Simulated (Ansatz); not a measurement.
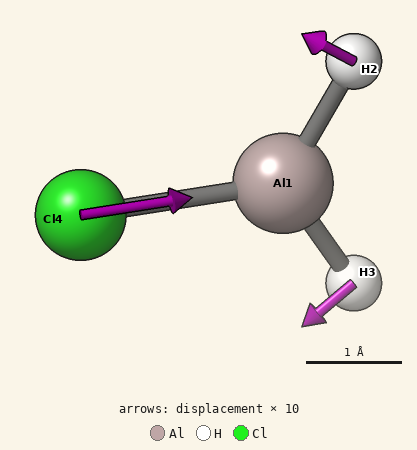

This is a relaxation of AlH2Cl. The starting structure is drawn; purple arrows show the displacements, magnified 10 times. The two geometries are superimposed by the best rigid fit.

The picture is a ball-and-stick view, seen at a tilt.

The run prepares the start of a later molecular dynamics calculation, from a guessed geometry.

Level of theory: Ansatz, RKS r2SCAN-D4/def2-TZVP.

The input:
```yaml
crystal:
  periodic: [false, false, false]
  atoms:
    - { symbol: Al, position_ang: [0.0, 0.0, 0.0] }
    - { symbol: H, position_ang: [0.0, 0.0, 1.56] }
    - { symbol: H, position_ang: [1.351, 0.0, -0.78] }
    - { symbol: Cl, position_ang: [-1.9312, 0.0, -1.115] }
basis:
  gaussian: { orbitals: def2-TZVP }
hamiltonian:
  xc: r2scan
  dispersion: d4
relax:
  f_tol: 0.02
  max_steps: 40
output:
  orbitals: {}
```

Launched with:
```bash
ansatz run input.yaml --threads 2 --pin off --max-ram 3072MiB --backend cpu --events-out ev --progress --plain --runs-dir out
```

### Atoms of which element are displaced furthest, and by how much?

Chlorine: up to 0.12 Å, against 0.07 Å for hydrogen.

### Describe the change and its energy.

The energy falls by 13.2 kJ/mol in 3 geometry steps. The largest force component goes from 1.4 to 0.0041 eV/Å. The atom that moves furthest after the best rigid fit is Cl4 (0.12 Å). By element the largest moves are Cl 0.12 Å, H 0.07 Å, Al 0.01 Å. Among the contacts that change: Al1–Cl4 2.230 → 2.098 Å, Al1–H2 1.560 → 1.574 Å. Among the angles between lasting bonds that change: H2–Al1–H3 120.0° → 124.8°, H2–Al1–Cl4 120.0° → 117.6°. The run took 6.2 s on 2 threads of Arm Neoverse V2 (shared host), peak memory 0.14 GiB.
